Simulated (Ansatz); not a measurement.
System: Ga2SbP3.

Input file:

```
crystal:
  lattice:
    - [-2.09291688, 2.83137998, 6.44295991]
    - [2.09291688, -2.83137998, 6.44295991]
    - [2.09291688, 2.83137998, -6.44295991]
  atoms:
    - { symbol: Ga, position: [0.670004, 0.670004, 0.0] }
    - { symbol: Ga, position: [0.329996, 0.329996, 0.0] }
    - { symbol: Sb, position: [0.0, 0.0, 0.0] }
    - { symbol: P, position: [0.5, 0.0, 0.5] }
    - { symbol: P, position: [0.147654, 0.647654, 0.5] }
    - { symbol: P, position: [0.852346, 0.352346, 0.5] }
kpoints:
  mp_grid: { grid: [6, 6, 6] }
hamiltonian:
  xc: pbesol
scf:
  occupations: { method: fermi_dirac, width: 0.03 }
relax:
  f_tol: 0.01
  cell: {}
  max_steps: 120
output:
  write_density: true
  write_potential: true
  elf: true
  volumetric_format: npy
```

Launched as:

```sh
ansatz run input.yaml --threads 2 --pin off --max-ram 29491MiB --backend cpu --events-out ev --progress --plain --runs-dir out
```

Below, planes, directions and counts refer to the conventional cell (a = 3.72 Å, b = 5.28 Å, c = 11.03 Å, α = 90.00°, β = 90.00°, γ = 90.00°).

The fields are those of the relaxed geometry.

Space group Immm; a structure from a database of computed crystals, not necessarily the ambient phase; started from the Li2TiO3-71 prototype, which need not be the ambient phase.

Level of theory: DFT, PBEsol, plane waves, PAW (Ansatz 0.2.0).

Q: What can the converged valence pseudo-density and electron localisation function tell about the bonding?

A: Ga–P (2.57 Å): the density is about 0.36 e/Å³ at the midpoint; the ELF peaks at about 0.85 in the valence shell of P, 0.9 Å from its nucleus, and is about 0.60 at the midpoint.
Sb–P (2.69 Å): the density is about 0.39 e/Å³ at the midpoint; the ELF peaks at about 0.85 in the valence shell of P, 0.8 Å from its nucleus, and is about 0.60 at the midpoint.

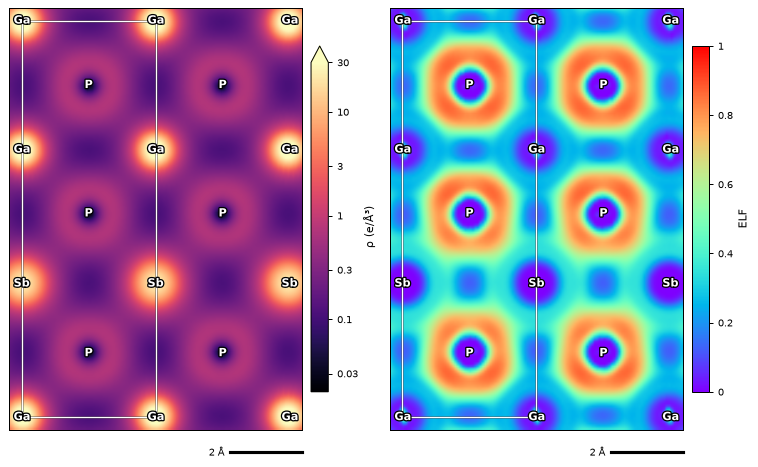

Computed valence pseudo-density and electron localisation function on the (010) plane of the conventional cell, in this order. 
